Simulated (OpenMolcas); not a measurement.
## Sb₂: relativistic diatomic calculation (part 2 of 2)

Continued. System: Sb₂. Method: SA-CASSCF(6,6)/XMS-CASPT2 + RASSI spin-orbit (X2C scalar, AMFI), ANO-RCC-VDZP (OpenMolcas).

The program's output (extracts), continued:
```
++ Dipole transition strengths (spin-free states):
     for osc. strength at least  1.00000000E-05
      From   To        Osc. strength     Einstein coefficients Ax, Ay, Az (sec-1)    Total A (sec-1)
         8   16       1.21494847E-03  6.71444391E+04  7.98939316E+03  0.00000000E+00  7.51338323E+04
         8   17       1.21494847E-03  7.98939317E+03  6.71444391E+04  0.00000000E+00  7.51338322E+04
         9   16       3.41614675E-04  1.90171303E+03  3.83654213E+02  0.00000000E+00  2.28536725E+03
         9   17       3.41614676E-04  3.83654220E+02  1.90171303E+03  0.00000000E+00  2.28536725E+03
        10   16       3.40400746E-04  3.79578780E+02  1.88151174E+03  0.00000000E+00  2.26109052E+03
        10   17       3.40400745E-04  1.88151173E+03  3.79578779E+02  0.00000000E+00  2.26109051E+03
        16   11       1.73467329E-04  4.76723215E+01  4.00465996E+02  0.00000000E+00  4.48138317E+02
        16   19       9.08234705E-05  0.00000000E+00  0.00000000E+00  1.82483002E+04  1.82483002E+04
        16   18       7.97552070E-03  0.00000000E+00  0.00000000E+00  1.60244588E+06  1.60244588E+06
        17   11       1.73467330E-04  4.00465996E+02  4.76723230E+01  0.00000000E+00  4.48138319E+02
        17   19       7.97552070E-03  0.00000000E+00  0.00000000E+00  1.60244588E+06  1.60244588E+06
        17   18       9.08234706E-05  0.00000000E+00  0.00000000E+00  1.82483003E+04  1.82483003E+04
         2   20       1.69714855E-04  5.05001377E+01  1.38470201E+03  0.00000000E+00  1.43520215E+03
         2   21       1.69714865E-04  1.38470221E+03  5.05001378E+01  0.00000000E+00  1.43520235E+03
        15   22       1.98115819E-03  4.80309742E+04  3.21206666E+03  0.00000000E+00  5.12430409E+04
        15   23       1.98115921E-03  3.21207162E+03  4.80310483E+04  0.00000000E+00  5.12431200E+04
         3   20       2.96666980E-05  6.20123213E+00  2.27701581E+00  0.00000000E+00  8.47824794E+00
         3   21       2.96667041E-05  2.27701715E+00  6.20123622E+00  0.00000000E+00  8.47825336E+00
         4   20       2.74784217E-05  1.80939654E+00  4.92771652E+00  0.00000000E+00  6.73711306E+00
         4   21       2.74784279E-05  4.92771992E+00  1.80939781E+00  0.00000000E+00  6.73711773E+00
        12   19       5.41076580E-04  2.37687686E+03  6.50843177E+03  0.00000000E+00  8.88530863E+03
        12   18       5.41076580E-04  6.50843176E+03  2.37687687E+03  0.00000000E+00  8.88530863E+03
        13   19       5.36587268E-04  6.34777081E+03  2.31820354E+03  0.00000000E+00  8.66597435E+03
        13   18       5.36587268E-04  2.31820354E+03  6.34777081E+03  0.00000000E+00  8.66597436E+03
        19   14       1.52965721E-04  7.68033880E+02  4.04893569E+01  0.00000000E+00  8.08523236E+02
        18   14       1.52965721E-04  4.04893576E+01  7.68033878E+02  0.00000000E+00  8.08523236E+02
 Electric-quadrupole - electric-quadrupole not included
 Electric-dipole - electric-octupole not included
 Electric-dipole - magnetic-quadrupole not included
   Eigenvalues of complex Hamiltonian:
  (Shifted by EMIN (a.u.) =     -12956.7031952101)
 SO State       Relative EMIN(au)   Rel lowest level(eV)    D:o, cm**(-1)      Omega
     1            -0.0018729644        0.0000000000              0.0000         0.0
     2             0.0589985836        1.6563992043          13359.7606         1.0
     3             0.0589985837        1.6563992049          13359.7606         1.0
     4             0.0613633074        1.7207466152          13878.7574         0.0
     5             0.0874617716        2.4309220047          19606.7082         2.0
     6             0.0875259193        2.4326675543          19620.7870         2.0
     7             0.0908590197        2.5233658367          20352.3180         3.0
     8             0.0908590197        2.5233658367          20352.3180         3.0
     9             0.0912872672        2.5350190436          20446.3075         1.0
    10             0.0912872672        2.5350190452          20446.3075         1.0
    11             0.0999490535        2.7707182562          22347.3498         0.0
    12             0.1017157724        2.8187931263          22735.0998         0.0
    13             0.1048867739        2.9050804723          23431.0542         1.0
    14             0.1048867739        2.9050804731          23431.0542         1.0
    15             0.1128507087        3.1217901786          25178.9358         2.0
    16             0.1128507283        3.1217907131          25178.9402         2.0
    17             0.1138308684        3.1484616837          25394.0560         0.0
    18             0.1160258606        3.2081904655          25875.8012         1.0
    19             0.1160258606        3.2081904638          25875.8011         1.0
    20             0.1161163291        3.2106522362          25895.6567         0.0
    21             0.1213427905        3.3528714981          27042.7324         0.0
    22             0.1221405932        3.3745808156          27217.8298         1.0
    23             0.1221405932        3.3745808156          27217.8298         1.0
    24             0.1243779190        3.4354615503          27708.8661         2.0
    25             0.1243779192        3.4354615557          27708.8661         2.0
    26             0.1331252943        3.6734897589          29628.6931         2.0
    27             0.1333274570        3.6789908862          29673.0626         2.0
    28             0.1349014926        3.7218225772          30018.5235         1.0
    29             0.1349014932        3.7218225939          30018.5237         1.0
    30             0.1481227991        4.0815926540          32920.2649         3.0
    31             0.1481227991        4.0815926540          32920.2649         3.0
    32             0.1493962188        4.1162441705          33199.7482         2.0
    33             0.1493969888        4.1162651220          33199.9172         2.0
    34             0.1518299356        4.1824689784          33733.8873         1.0
    35             0.1518299495        4.1824693559          33733.8904         1.0
    36             0.1553493311        4.2782366075          34506.3053         0.0
    37             0.1559626429        4.2949256716          34640.9117         0.0
    38             0.1611616877        4.4363988893          35781.9702         1.0
    39             0.1611616877        4.4363988894          35781.9702         1.0
    40             0.1625548847        4.4743097098          36087.7416         0.0
    41             0.1629112045        4.4840056651          36165.9447         2.3
    42             0.1629112045        4.4840056651          36165.9447         2.3
    43             0.1629129280        4.4840525662          36166.3230         2.0
    44             0.1630988956        4.4891130000          36207.1381         2.2
    45             0.1630988956        4.4891130000          36207.1381         2.2
    46             0.1631004821        4.4891561733          36207.4864         2.0
    47             0.1853708915        5.0951648843          41095.2762         0.0
    48             0.1866603962        5.1302540944          41378.2898         0.0
    49             0.1873109389        5.1479562647          41521.0674         1.0
    50             0.1873109395        5.1479562803          41521.0676         1.0
    51             0.1890621440        5.1956089813          41905.4125         2.0
    52             0.1890660923        5.1957164205          41906.2791         2.0
    53             0.2005379286        5.5078809885          44424.0561         1.0
    54             0.2005379286        5.5078809885          44424.0561         1.0
    55             0.2040827525        5.6043405615          45202.0550         0.1
    56             0.2047093316        5.6213906461          45339.5732         4.0
    57             0.2047098631        5.6214051107          45339.6899         4.0
 Weights of the five most important spin-orbit-free states for each spin-orbit state.
 SO State  Total energy (au)           Spin-free states, spin, and weights
    1        -0.001873       1 0.0  0.9822   16 1.0  0.0087   17 1.0  0.0087   14 1.0  0.0003   15 2.0  0.0000
    2         0.058999       8 1.0  0.9477   11 1.0  0.0460   22 2.0  0.0027   19 1.0  0.0019   23 2.0  0.0011
    3         0.058999       8 1.0  0.9477   11 1.0  0.0460   23 2.0  0.0027   18 1.0  0.0019   22 2.0  0.0011
    4         0.061363       8 1.0  0.9884   19 1.0  0.0030   18 1.0  0.0030   22 2.0  0.0028   23 2.0  0.0028
    5         0.087462       9 1.0  0.9062    3 0.0  0.0810   22 2.0  0.0057   23 2.0  0.0057   10 1.0  0.0005
    6         0.087526      10 1.0  0.9067    4 0.0  0.0804   22 2.0  0.0057   23 2.0  0.0057    9 1.0  0.0005
    7         0.090859       9 1.0  0.5434   10 1.0  0.4276   22 2.0  0.0145   23 2.0  0.0145    8 1.0  0.0000
    8         0.090859       9 1.0  0.5434   10 1.0  0.4276   22 2.0  0.0145   23 2.0  0.0145    8 1.0  0.0000
    9         0.091287      10 1.0  0.5557    9 1.0  0.4400   22 2.0  0.0041    8 1.0  0.0001   23 2.0  0.0001
   10         0.091287      10 1.0  0.5557    9 1.0  0.4400   23 2.0  0.0041    8 1.0  0.0001   22 2.0  0.0001
   11         0.099949      17 1.0  0.5000   16 1.0  0.5000    2 0.0  0.0000    8 1.0  0.0000   18 1.0  0.0000
   12         0.101716      17 1.0  0.4906   16 1.0  0.4906    1 0.0  0.0174   15 2.0  0.0009    5 0.0  0.0004
   13         0.104887      17 1.0  0.7133   16 1.0  0.2347   20 0.0  0.0507   15 2.0  0.0012   14 1.0  0.0000
   14         0.104887      16 1.0  0.7133   17 1.0  0.2347   21 0.0  0.0507   15 2.0  0.0012   14 1.0  0.0000
   15         0.112851      17 1.0  0.4970   16 1.0  0.4970   15 2.0  0.0060   12 1.0  0.0001    3 0.0  0.0000
   16         0.112851      16 1.0  0.4970   17 1.0  0.4970   15 2.0  0.0060   13 1.0  0.0001    4 0.0  0.0000
   17         0.113831      11 1.0  0.9643   22 2.0  0.0178   23 2.0  0.0178   18 1.0  0.0000   19 1.0  0.0000
   18         0.116026      11 1.0  0.9097    8 1.0  0.0403   23 2.0  0.0266   22 2.0  0.0224   18 1.0  0.0006
   19         0.116026      11 1.0  0.9097    8 1.0  0.0403   22 2.0  0.0266   23 2.0  0.0224   19 1.0  0.0006
   20         0.116116       2 0.0  0.9845   19 1.0  0.0075   18 1.0  0.0075    8 1.0  0.0002   22 2.0  0.0001
   21         0.121343      15 2.0  0.9585   14 1.0  0.0383    5 0.0  0.0022   17 1.0  0.0005   16 1.0  0.0005
   22         0.122141      15 2.0  0.9708   14 1.0  0.0279   17 1.0  0.0006   16 1.0  0.0006   20 0.0  0.0001
   23         0.122141      15 2.0  0.9708   14 1.0  0.0279   16 1.0  0.0006   17 1.0  0.0006   21 0.0  0.0001
   24         0.124378      15 2.0  0.9940   16 1.0  0.0030   17 1.0  0.0030   12 1.0  0.0000    3 0.0  0.0000
   25         0.124378      15 2.0  0.9940   16 1.0  0.0030   17 1.0  0.0030   13 1.0  0.0000    4 0.0  0.0000
   26         0.133125       3 0.0  0.9008    9 1.0  0.0777   18 1.0  0.0081   19 1.0  0.0081   22 2.0  0.0024
   27         0.133327       4 0.0  0.9013   10 1.0  0.0772   18 1.0  0.0081   19 1.0  0.0081   22 2.0  0.0024
   28         0.134901      20 0.0  0.9490   17 1.0  0.0382   16 1.0  0.0126   14 1.0  0.0001   12 1.0  0.0001
   29         0.134901      21 0.0  0.9490   16 1.0  0.0382   17 1.0  0.0126   14 1.0  0.0001   12 1.0  0.0001
   30         0.148123      22 2.0  0.4854   23 2.0  0.4854   10 1.0  0.0146    9 1.0  0.0146   18 1.0  0.0000
   31         0.148123      22 2.0  0.4854   23 2.0  0.4854   10 1.0  0.0146    9 1.0  0.0146   18 1.0  0.0000
   32         0.149396      22 2.0  0.4798   23 2.0  0.4798    9 1.0  0.0140   19 1.0  0.0130   18 1.0  0.0130
   33         0.149397      22 2.0  0.4798   23 2.0  0.4798   10 1.0  0.0141   19 1.0  0.0130   18 1.0  0.0130
   34         0.151830      22 2.0  0.9512   19 1.0  0.0308   18 1.0  0.0083   11 1.0  0.0037   10 1.0  0.0020
   35         0.151830      23
```

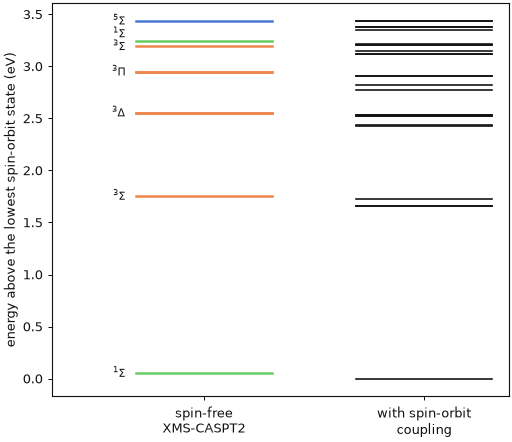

Fig. 1: States up to 3.5 eV at 2.482 Å, without spin-orbit coupling (left, a colour for each spin multiplicity) and with it (right, where close levels merge). The spin-free states run ¹Σ (0.00 eV), ³Σ (1.70 eV), ³Δ (2.50 eV), ³Π (2.90 eV), ³Σ (3.14 eV), ¹Σ (3.19 eV) from the lowest. The lowest spin-orbit levels have |Ω| = 0 (0 cm⁻¹), 1 (13,360 cm⁻¹), 0 (13,879 cm⁻¹), 2 (19,607 cm⁻¹), 2 (19,621 cm⁻¹).

Outcome of the run: converged; components of a degenerate state are split by 48 cm⁻¹.
